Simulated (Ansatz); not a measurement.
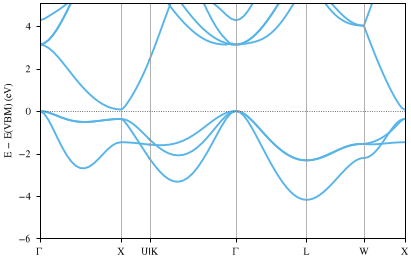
Figure. Band structure from PBEsol in the plane-wave PAW code Ansatz

Read off the gap and where the band edges lie.

About 0.1 eV (0.07 eV by a search for the band edges); maximum at Γ, minimum at X.

The material is YN (rock salt, Fm-3m).

Symmetry was held in the PBEsol relaxation. No spin polarisation was allowed. Spin–orbit coupling is left out wherever it is not named.

Potentials: the later of the program's two PAW sets.
